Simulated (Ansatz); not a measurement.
fcc Cu, treated with r²SCANh (plane waves, PAW; Ansatz, an electronic-structure program).

Run with plane-wave cutoff 520 eV, 16×16×16 k mesh, Fermi–Dirac smearing 0.05 eV, no spin polarisation, scalar-relativistic PAW data made under PBE.

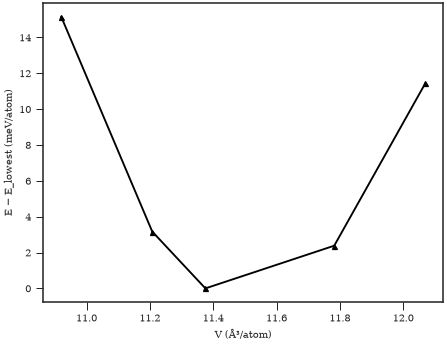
*Total energy against volume*

### Question
From the curve, estimate the equilibrium volume and the bulk modulus.

### Answer
V0 ≈ 11.5 Å³/atom and B0 ≈ 150 GPa; the fit gives V0 = 11.504 Å³/atom, B0 = 154 GPa, B′ = 5.1.

Measured, for comparison: bulk modulus 144 GPa (0 K value with the zero-point phonon effect removed, our sources range from 140 to 145; as tabulated in Mejia-Rodriguez and Trickey (2018), arXiv:1807.09216); equilibrium volume per atom 11.62 Å³/atom (low-temperature or extrapolated to 0 K; zero-point anharmonic expansion removed; as tabulated in Csonka et al. (2009), arXiv:0903.4037). Computed (rounded) less measured: bulk modulus +7 % (+6 % to +10 % over the range), equilibrium volume per atom -1.0 %.
